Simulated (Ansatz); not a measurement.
## WH$_{3}$O$_{3}$F$_{3}$: geometry relaxation

System: WH$_{3}$O$_{3}$F$_{3}$.
Method: RKS SPW92/def2-mTZVPP (Ansatz 0.2.0).

The run did not end well. The geometry comes from this level: PBE0-D4/def2-TZVP.

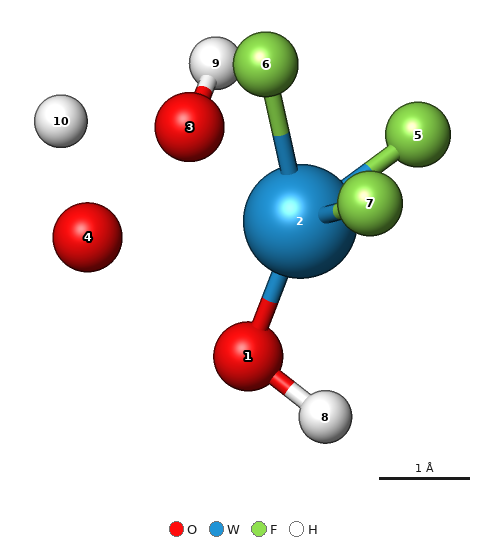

The starting structure (ball-and-stick view, seen at a tilt; atoms are numbered from 1 in the order of the input). Sticks mark near contacts. Bond lengths as drawn: F–W 1.72 to 1.98 Å, H–O 1.01 to 1.11 Å and O–W 1.71 Å.

## What the run reported

| quantity | value |
| --- | --- |
| outcome | not converged |
| hardware | 4 threads of Arm Neoverse V1, 23 GiB of memory available, shared host |
| wall time | 9 s (CPU time 32 s) |
| peak memory | 0.53 GiB |

## What went wrong

A setting was made wrong on purpose: the optimiser is allowed too few steps. The run did not converge: “geometry relaxation did not converge after 2 steps: max|allowed force component| = 9.13e0 eV/Å (threshold 1.0e-4). Raise `relax.max_steps` over both its present limit and 2, loosen `relax.f_tol`, or start from a geometry closer to equilibrium …” Its last values are not results.

## The input
```yaml
crystal:
  periodic: [false, false, false]
  atoms:
    - {symbol: O, position_ang: [-0.808020, -1.668898, -0.415805]}
    - {symbol: W, position_ang: [-0.616880, -0.041962, 0.081566]}
    - {symbol: O, position_ang: [1.157275, -0.675528, 1.362680]}
    - {symbol: O, position_ang: [1.185859, -0.253507, -1.863669]}
    - {symbol: F, position_ang: [-1.176447, 0.704081, 1.565057]}
    - {symbol: F, position_ang: [0.496513, 1.589800, 0.113858]}
    - {symbol: F, position_ang: [-1.359461, 1.288505, -0.720592]}
    - {symbol: H, position_ang: [-1.903253, -1.758093, -0.539658]}
    - {symbol: H, position_ang: [1.341667, -0.461042, 2.329989]}
    - {symbol: H, position_ang: [2.026657, 0.903228, -1.783097]}
basis:
  gaussian: {orbitals: def2-mTZVPP}
hamiltonian: {xc: {name: SPW92}}
scf: {lower_state_search: full}
relax: {f_tol: 0.0001, max_steps: 2}
output: {forces: true}
```

Launch command:
```bash
ansatz run in.yaml --threads 4 --pin off --events-out ev --progress --plain --max-ram 11315MiB
```

## What the program printed
```
Functional definition: SPW92
  name "SPW92"
  cite "Dirac, Proc. Camb. Phil. Soc. 26, 376 (1930) doi:10.1017/S0305004100016108"
  cite "Slater, Phys. Rev. 81, 385 (1951) doi:10.1103/PhysRev.81.385"
  cite "Perdew & Wang, Phys. Rev. B 45, 13244 (1992) doi:10.1103/PhysRevB.45.13244"
  exchange = slater_x
  correlation = pw_c
1425 factors; their error is unknown
mean field evaluation 1: about -16037.4010 eV, gradient 1.4e2 eV
mean field evaluation 2: about -15366.0241 eV, gradient 4.4e2 eV
mean field evaluation 4: about -15880.1853 eV, gradient 2.5e2 eV
mean field evaluation 8: about -16048.9304 eV, gradient 1.0e2 eV
mean field evaluation 16: about -16071.9413 eV, gradient 1.2e-2 eV
mean field evaluation 32: about -16071.7286 eV, gradient 3.1e0 eV
mean field evaluation 64: about -15998.3097 eV, gradient 1.5e2 eV
mean field evaluation 96: about -15977.9679 eV, gradient 1.5e2 eV
mean field evaluation 128: about -15997.5614 eV, gradient 1.7e2 eV
mean field -16071.94133806 eV, -590.6329502205 hartree, gradient 1.9e-5 eV, S^2 0.000000; 6 other end points of the search recorded, 0 dependent functions left out
the calculation of the forces begins
reference -16071.94137553 eV, -590.6329515976 hartree; 34, 34 occupied and 161, 161 virtual orbitals, 1425 factors
relax step   1: F+E_penalty+E_count = -16071.94133806 eV  Δ(F+E_penalty+E_count) = +0.000e0 eV  max|allowed force component| = 1.401e1 eV/Å  Δτ_max = 0.0000 Å  (239 SCF iters, accepted)
these checks for a lower state are left out or cut short: starts, cluster_reference, orbital_swaps, neighbouring_geometries, increment
1425 factors; their error is unknown
mean field -16076.50084031 eV, -590.8005088377 hartree, gradient 1.1e-5 eV, S^2 0.000000; 0 other end points of the search recorded, 0 dependent functions left out
the calculation of the forces begins
reference -16076.50087520 eV, -590.8005101199 hartree; 34, 34 occupied and 161, 161 virtual orbitals, 1425 factors
relax step   2: F+E_penalty+E_count = -16076.50084031 eV  Δ(F+E_penalty+E_count) = -4.560e0 eV  max|allowed force component| = 9.126e0 eV/Å  Δτ_max = 0.1946 Å  (47 SCF iters, accepted)
```

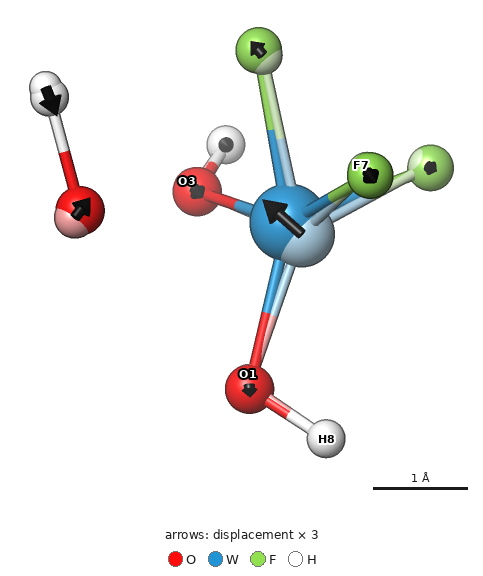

Start (faint) and end (solid) with the displacements as black arrows, magnified 3 times (ball-and-stick view, seen at a tilt). The two geometries are laid on each other by the best rigid fit. The relaxation stopped without meeting its thresholds, so the last structure isn't shown to be converged. W2 moves most after the best rigid fit: 0.19 Å. Largest moves by element: W 0.19 Å, H 0.11 Å, O 0.09 Å, F 0.07 Å. Among the contacts that change: W2–O3 2.278 → 2.098 Å, O4–H10 1.432 → 1.265 Å, O1–W2 1.712 → 1.833 Å, W2–F7 1.722 → 1.816 Å. Among the angles that change: O3–W2–F7 144.4° → 154.8°, O1–W2–F7 123.4° → 113.6°, O1–W2–F5 127.9° → 119.3°. Over 1 geometry step the energy falls by 4.560 eV. The largest force component goes from 14 to 9.1 eV/Å. (Atoms are counted from 1 in the order of the input.)

```
Error: geometry relaxation did not converge after 2 steps: max|allowed force component| = 9.13e0 eV/Å (threshold 1.0e-4). Raise `relax.max_steps` over both its present limit and 2, loosen `relax.f_tol`, or start from a geometry closer to equilibrium. Where this run's directory can be resumed (`checkpoint.write`), a resume goes on for up to `relax.max_steps` more
```

## Trajectory as extended XYZ (Å, eV, eV/Å), 2 frames, from step=1 to step=2
```
10
Properties=species:S:1:pos:R:3:forces:R:3 step=1 energy=-16071.94134
O    -0.8080   -1.6689   -0.4158   -5.3003  -6.8195  -2.6156
W    -0.6169   -0.0420    0.0816   14.0130   5.1559   2.1477
O     1.1573   -0.6755    1.3627   -2.4720   0.0135  -0.9785
O     1.1859   -0.2535   -1.8637    0.9830   4.0798   2.1130
F    -1.1764    0.7041    1.5651   -2.4388   0.4276   3.9646
F     0.4965    1.5898    0.1139    1.5231  -0.7010   0.4220
F    -1.3595    1.2885   -0.7206   -5.0208   2.4857  -3.8373
H    -1.9033   -1.7581   -0.5397    3.1241  -0.5661   0.1121
H     1.3417   -0.4610    2.3300   -0.8029   0.3473  -1.4289
H     2.0267    0.9032   -1.7831   -3.6083  -4.4232   0.1010
10
Properties=species:S:1:pos:R:3:forces:R:3 step=2 energy=-16076.50084
O    -0.8352   -1.7031   -0.4357   -3.5752  -0.9207  -0.6525
W    -0.4285    0.0065    0.0874    9.1260   1.6649   0.1652
O     1.1068   -0.6839    1.3402   -2.4695   0.6153  -0.9661
O     1.1781   -0.1817   -1.8029    0.8238   4.0195   2.5226
F    -1.2067    0.6901    1.5951   -0.9874  -0.5146   0.9674
F     0.5600    1.6153    0.1184    1.3694   0.1159   0.3346
F    -1.4177    1.2779   -0.7510   -2.3615  -0.4198  -1.2520
H    -1.8796   -1.7663   -0.5397    2.2986  -0.4146  -0.0512
H     1.3157   -0.4475    2.2925   -0.5301   0.1452  -1.3126
H     1.9510    0.8191   -1.7740   -3.6940  -4.2910   0.2446
```
